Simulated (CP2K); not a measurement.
**C3H10OSi (SMILES CC[SiH2]CO) at AM1**

Aim: the energy change on altering one bond length of C3H10OSi at AM1, from 2 runs. 

The results are computed with CP2K 2026.2.

## (1) The system as given

C3H10OSi has 15 atoms, charge 0, and is taken as a singlet. As SMILES, `CC[SiH2]CO`. The shape comes from a force field and isn't a relaxed structure. This is one conformer, not always the lowest.

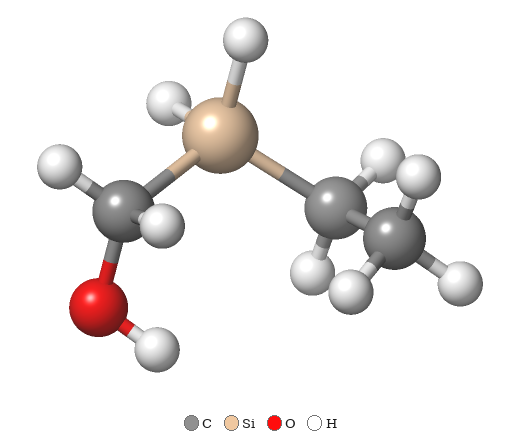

The structure, seen from a chosen angle (carbon grey, silicon light orange, oxygen red, hydrogen white).

## (2) Energy and forces at AM1

molecule.xyz

```xyz
15

C     -1.577800    -0.560100    -0.820900
C     -0.189000    -1.009900    -0.803900
Si     0.741500    -0.612300     0.748500
C      0.956500     1.252000     1.026300
O      1.437600     2.028900    -0.043800
H     -1.679100     0.591700    -0.750700
H     -2.186000    -0.943400    -0.009800
H     -2.064400    -0.785600    -1.782200
H      0.355800    -0.561500    -1.614700
H     -0.180200    -2.092700    -0.919700
H      0.082100    -1.247500     1.942100
H      2.152600    -1.197200     0.671200
H     -0.164000     1.665100     1.230100
H      1.470100     1.439800     1.934700
H      0.822500     1.982000    -0.777800
```

molecule.inp

```
&GLOBAL
    PROJECT molecule
    RUN_TYPE ENERGY_FORCE
    PRINT_LEVEL MEDIUM
&END GLOBAL

&FORCE_EVAL
    METHOD QS
    &DFT
        &QS
            METHOD AM1
            EPS_DEFAULT 1.0E-10
            &SE
                &COULOMB
                    CUTOFF [angstrom] 50
                    RC_RANGE [angstrom] 0
                &END COULOMB
                &EXCHANGE
                    CUTOFF [angstrom] 50
                    RC_RANGE [angstrom] 0
                &END EXCHANGE
            &END SE
        &END QS
        &POISSON
            PERIODIC NONE
            POISSON_SOLVER ANALYTIC
        &END POISSON
        &SCF
            SCF_GUESS ATOMIC
            EPS_SCF 1.0E-06
            MAX_SCF 80
            ADDED_MOS 8
            &DIAGONALIZATION
                ALGORITHM STANDARD
            &END DIAGONALIZATION
            &MIXING
                METHOD DIRECT_P_MIXING
                ALPHA 0.4
            &END MIXING
        &END SCF
        &PRINT
            &MOMENTS
                PERIODIC F
                REFERENCE COM
                MAX_MOMENT 1
            &END MOMENTS
            &MO ON
                ENERGIES T
                OCCUPATION_NUMBERS T
                NDIGITS 6
                &EACH
                    QS_SCF 0
                &END EACH
                ADD_LAST NUMERIC
            &END MO
            &HIRSHFELD OFF
            &END HIRSHFELD
        &END PRINT
    &END DFT
    &SUBSYS
        &CELL
            ABC 14.3 14.1 13.7
            PERIODIC NONE
        &END CELL
        &TOPOLOGY
            COORD_FILE_NAME molecule.xyz
            COORD_FILE_FORMAT XYZ
            &CENTER_COORDINATES
            &END CENTER_COORDINATES
        &END TOPOLOGY
    &END SUBSYS
    &PRINT
        &FORCES ON
        &END FORCES
    &END PRINT
&END FORCE_EVAL
```

On the command line:

```bash
$ OMP_NUM_THREADS=1 cp2k.psmp -i molecule.inp -o molecule.out
```

Log:

```text
CP2K| version string:                                       CP2K version 2026.2
[...]
 GLOBAL| Method name                                                        CP2K
[...]
 GLOBAL| Run type                                                   ENERGY_FORCE
[...]
                             - Atoms:                                         15
[...]
                             - Spherical basis functions:                     30
[...]
 Number of electrons:                                                         32
[...]
     1 P_Mix/Diag. 0.40E+00    0.0     0.86522538       -25.4393622731 -2.54E+01
[...]
    17 DIIS/Diag.  0.11E-06    0.0     0.00000017       -34.0470690202 -1.01E-12
  *** SCF run converged in    17 steps ***
  Core-core repulsion energy [eV]:                           2427.94414032589066
  Core Hamiltonian energy [eV]:                             -1438.06674046896842
  Two-electron integral energy [eV]:                        -3832.69052831270119
  Electronic energy [eV]:                                   -3354.41200462531879
  Total energy [eV]:                                         -926.46786429942813
  Atomic reference energy [eV]:                               923.62090872561407
  Heat of formation [kcal/mol]:                               -65.65236038685578
[...]
 SE_DIPOLE| Moment [Debye]          1.55705311       0.89424098       0.18458825
 SE_DIPOLE| Derivative [a.u.]       0.00000000       0.00000000       0.00000000
 ENERGY| Total FORCE_EVAL ( QS ) energy [hartree]            -34.047069020203651
 FORCES| Atomic forces [hartree/bohr]
 FORCES|   Atom     x               y               z               |f|
 FORCES|      1 -1.96539351E-02  4.97924322E-02 -6.26789870E-03   5.38966605E-02
 FORCES|      2  1.55963326E-02 -3.34804389E-04  3.34037678E-02   3.68669146E-02
 FORCES|      3  1.65242616E-02 -5.12102864E-03  7.30752929E-03   1.87796736E-02
 FORCES|      4 -8.56276755E-02 -3.39243107E-03 -2.83363832E-02   9.02582850E-02
 FORCES|      5  2.23024672E-02  2.49401451E-03  1.07647914E-02   2.48897747E-02
 FORCES|      6  7.11305939E-03 -1.65517615E-02  1.26827696E-03   1.80600374E-02
 FORCES|      7 -1.06056457E-02 -1.27518072E-02  1.70178667E-02   2.37633351E-02
 FORCES|      8 -6.38388366E-03 -8.17842354E-03 -1.15362291E-02   1.55153203E-02
 FORCES|      9  1.58040044E-02  1.08770269E-02 -2.72812519E-02   3.33518062E-02
 FORCES|     10  2.77932753E-03 -2.33416710E-02 -5.62301533E-03   2.41697449E-02
 FORCES|     11  5.63191587E-03  7.99712222E-03 -1.07502203E-02   1.45340867E-02
 FORCES|     12 -1.94616304E-02  5.95807900E-03 -6.94223799E-05   2.03533433E-02
 FORCES|     13  3.38341220E-02 -1.42942303E-02 -3.03096975E-03   3.68545738E-02
[...]
```

It took 1.1 s on 1 thread of Intel Xeon Platinum 8488C (Sapphire Rapids), shared host; peak memory 0.19 GiB.

## (3) The distorted shape, same level

molecule.xyz

```xyz
15

C     -1.484769    -0.520348    -0.665692
C     -0.095969    -0.970148    -0.648692
Si     0.741500    -0.612300     0.748500
C      0.956500     1.252000     1.026300
O      1.437600     2.028900    -0.043800
H     -1.586069     0.631452    -0.595492
H     -2.092969    -0.903648     0.145408
H     -1.971369    -0.745848    -1.626992
H      0.448831    -0.521748    -1.459492
H     -0.087169    -2.052948    -0.764492
H      0.082100    -1.247500     1.942100
H      2.152600    -1.197200     0.671200
H     -0.164000     1.665100     1.230100
H      1.470100     1.439800     1.934700
H      0.822500     1.982000    -0.777800
```

run.inp

```
&GLOBAL
 PROJECT run
 RUN_TYPE ENERGY_FORCE
 PRINT_LEVEL MEDIUM
&END
&FORCE_EVAL
 METHOD Quickstep
 &DFT
  &QS
   METHOD AM1
   EPS_DEFAULT 1.0E-10
   &SE
    &COULOMB
     CUTOFF [angstrom] 50
     RC_RANGE [angstrom] 0
    &END
    &EXCHANGE
     CUTOFF [angstrom] 50
     RC_RANGE [angstrom] 0
    &END
   &END
  &END
  &POISSON
   PERIODIC NONE
   POISSON_SOLVER ANALYTIC
  &END
  &SCF
   SCF_GUESS ATOMIC
   EPS_SCF 1.0E-06
   MAX_SCF 80
   ADDED_MOS 8
   &DIAGONALIZATION
    ALGORITHM STANDARD
   &END
   &MIXING
    METHOD DIRECT_P_MIXING
    ALPHA 0.4
   &END
  &END
  &PRINT
   &MOMENTS
    PERIODIC F
    REFERENCE COM
    MAX_MOMENT 1
   &END
   &MO ON
    ENERGIES T
    OCCUPATION_NUMBERS T
    NDIGITS 6
    &EACH
     QS_SCF 0
    &END
    ADD_LAST NUMERIC
   &END
   &HIRSHFELD OFF
   &END
  &END
 &END
 &SUBSYS
  &CELL
   ABC 14.2 14.1 13.6
   PERIODIC NONE
  &END
  &TOPOLOGY
   COORD_FILE_NAME molecule.xyz
   COORD_FILE_FORMAT XYZ
   &CENTER_COORDINATES
   &END
  &END
 &END
 &PRINT
  &FORCES ON
  &END
 &END
&END
```

On the command line:

```bash
$ OMP_NUM_THREADS=1 cp2k.psmp run.inp > run.out
```

Log:

```text
CP2K| version string:                                       CP2K version 2026.2
[...]
 GLOBAL| Method name                                                        CP2K
[...]
 GLOBAL| Run type                                                   ENERGY_FORCE
[...]
                             - Atoms:                                         15
[...]
                             - Spherical basis functions:                     30
[...]
 Number of electrons:                                                         32
[...]
     1 P_Mix/Diag. 0.40E+00    0.0     0.86397945       -25.3755794972 -2.54E+01
[...]
    17 DIIS/Diag.  0.11E-06    0.0     0.00000016       -34.0359207849 -1.93E-12
  *** SCF run converged in    17 steps ***
  Core-core repulsion energy [eV]:                           2470.88621817990543
  Core Hamiltonian energy [eV]:                             -1439.86760411586215
  Two-electron integral energy [eV]:                        -3914.36623890595092
  Electronic energy [eV]:                                   -3397.05072356883784
  Total energy [eV]:                                         -926.16450538893207
  Atomic reference energy [eV]:                               923.62090872561407
  Heat of formation [kcal/mol]:                               -58.65673716686659
[...]
 SE_DIPOLE| Moment [Debye]          1.68246164       0.97464102       0.37221791
 SE_DIPOLE| Derivative [a.u.]       0.00000000       0.00000000       0.00000000
 ENERGY| Total FORCE_EVAL ( QS ) energy [hartree]            -34.035920784888219
 FORCES| Atomic forces [hartree/bohr]
 FORCES|   Atom     x               y               z               |f|
 FORCES|      1 -2.85575958E-02  4.98284176E-02 -1.24230326E-02   5.87600137E-02
 FORCES|      2 -1.34382767E-02 -1.30914527E-02 -1.55383663E-02   2.43600953E-02
 FORCES|      3  5.49375386E-02  1.02205336E-02  6.98961528E-02   8.94877904E-02
 FORCES|      4 -8.42387056E-02 -2.82587656E-03 -2.57989028E-02   8.81460633E-02
 FORCES|      5  2.24465072E-02  2.83002727E-03  1.02542925E-02   2.48395905E-02
 FORCES|      6  7.16981176E-03 -1.62118132E-02  1.20692316E-03   1.77675477E-02
 FORCES|      7 -1.08520749E-02 -1.29479959E-02  1.72075836E-02   2.41147063E-02
 FORCES|      8 -6.77836927E-03 -7.99770763E-03 -1.13911633E-02   1.54812215E-02
 FORCES|      9  1.49737042E-02  1.11050646E-02 -3.55608860E-02   4.01511008E-02
 FORCES|     10 -6.45623959E-05 -2.86480225E-02 -1.13265082E-02   3.08058947E-02
 FORCES|     11  6.61449518E-03  8.33509774E-03 -8.47431324E-03   1.36029183E-02
 FORCES|     12 -1.80462020E-02  6.27679170E-03  1.66649727E-03   1.91791745E-02
 FORCES|     13  3.37672223E-02 -1.42428806E-02 -3.04494025E-03   3.67744016E-02
[...]
```

It took 0.97 s on 1 thread of Intel Xeon Platinum 8488C (Sapphire Rapids), shared host; peak memory 0.19 GiB.

## (4) Results

Level: AM1.

| quantity | value |
| --- | --- |
| first shape: total energy | -34.04707 Eh |
| first shape: dipole moment | 1.81 D |
| first shape: HOMO energy | -10.15 eV |
| first shape: LUMO energy | 1.16 eV |
| first shape: HOMO–LUMO gap | 11.31 eV |
| first shape: heat of formation at this unrelaxed shape | -65.7 kcal/mol |
| first shape: largest force on an atom | 4.641 eV/Å |
| distorted shape: total energy | -34.03592 Eh |
| distorted shape: dipole moment | 1.98 D |
| distorted shape: HOMO energy | -10.05 eV |
| distorted shape: LUMO energy | 1.23 eV |
| distorted shape: HOMO–LUMO gap | 11.28 eV |
| distorted shape: heat of formation at this unrelaxed shape | -58.7 kcal/mol |
| distorted shape: largest force on an atom | 4.602 eV/Å |
| energy change with the C2–Si3 bond shortened from 1.853 to 1.668 Å | 0.303 eV |

**Reading.** With the C2–Si3 bond shortened from 1.853 to 1.668 Å the energy rises by 0.30 eV (7.0 kcal/mol). The first shape isn't relaxed at this level, so the change isn't measured from a minimum. The largest force (first shape) is 4.64 eV/Å: the shape isn't a stationary point for this species at this level.
